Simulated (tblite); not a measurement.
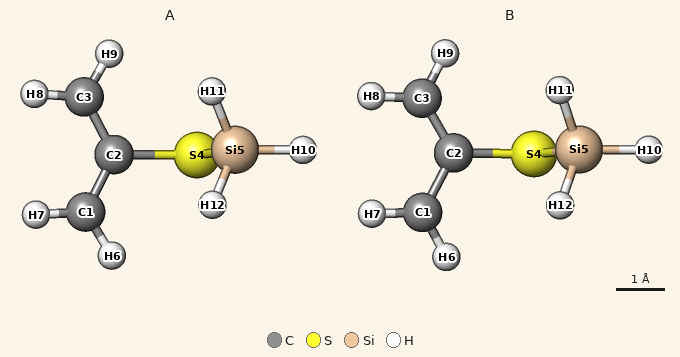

Two geometries of C3H7SSi (multiplicity 2), drawn at one scale. One is the start of a relaxation, the other its converged end. The picture is a ball-and-stick view, seen at a tilt.

Computed with GFN2-xTB geometry optimisation, gas phase in tblite. 

### Which one is relaxed?

Structure A is the relaxed one. H11 moves most after the best rigid fit: 0.19 Å. By element the largest moves are H 0.19 Å, S 0.10 Å, Si 0.09 Å, C 0.07 Å. Among the contacts that change: C2–S4 1.733 → 1.803 Å, C1–C2 1.437 → 1.371 Å, C2–C3 1.332 → 1.371 Å, Si5–H10 1.484 → 1.451 Å. Bond angles that change, for instance: C2–S4–Si5 104.0° → 97.9°, S4–Si5–H10 108.6° → 103.1°, H10–Si5–H11 109.5° → 113.4°. After 45 geometry steps the energy has fallen by 5.41 kcal/mol.
